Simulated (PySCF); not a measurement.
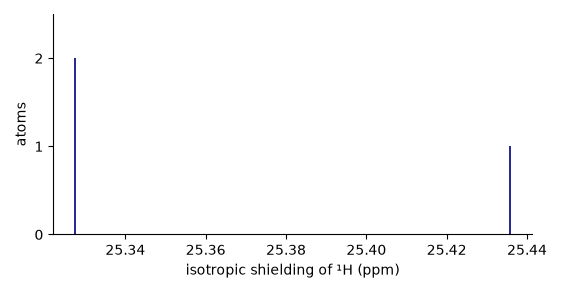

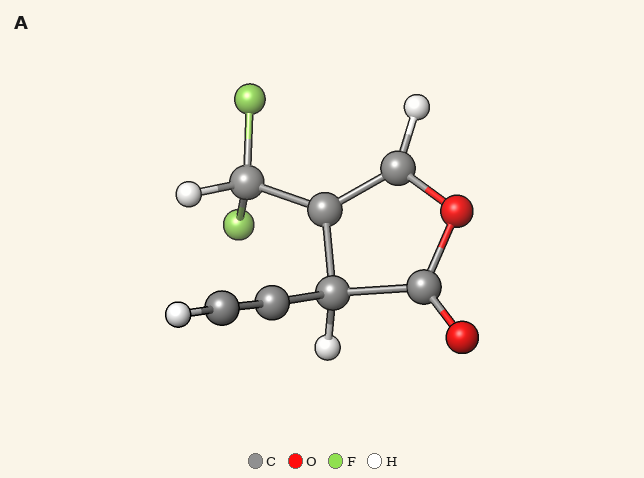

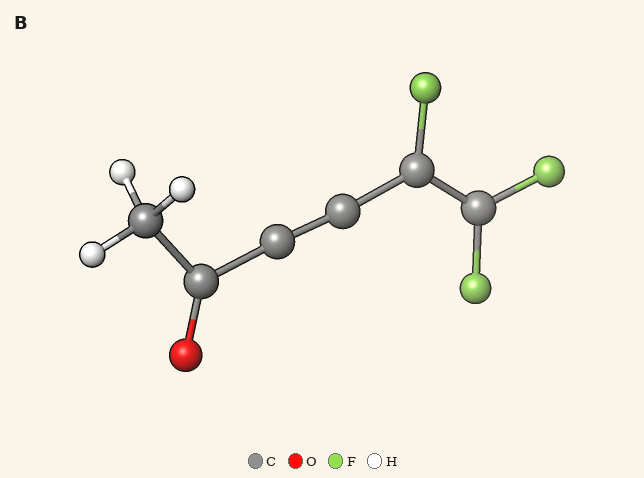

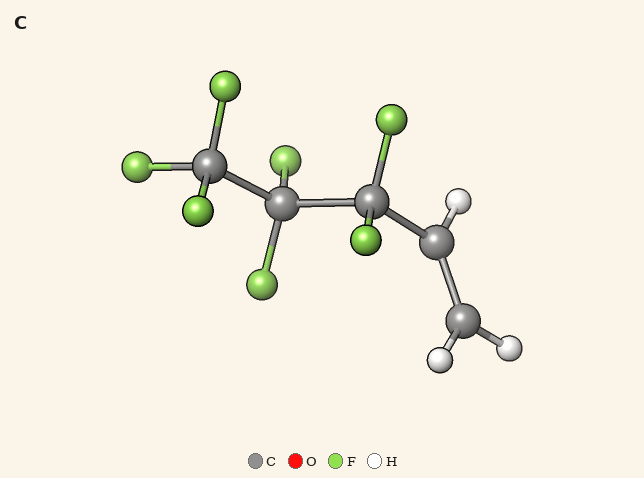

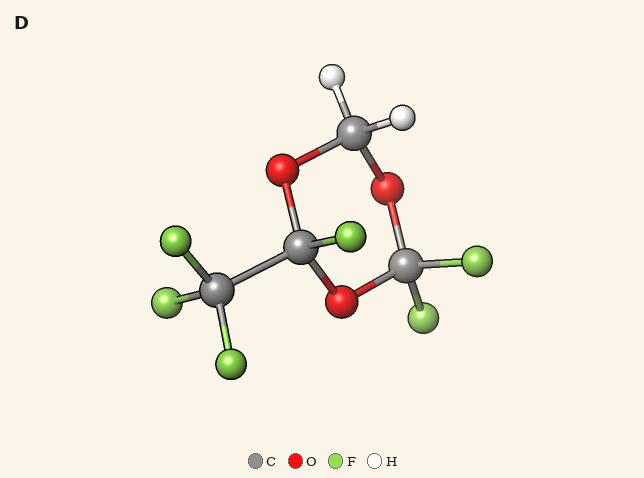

The sticks are computed shieldings of one of the molecules, for one fixed geometry (GFN2-xTB) without averaging over rotations. Low shielding means a high chemical shift. Method: GIAO PBE0/pcSseg-1 NMR shielding, non-relativistic, gas phase (PySCF 2.14.0).

Match the spectrum to a structure.

C, `C=CC(F)(F)C(F)(F)C(F)(F)F`. Its 3 H atoms give lines at 25.33 (2 atoms), 25.44 ppm.
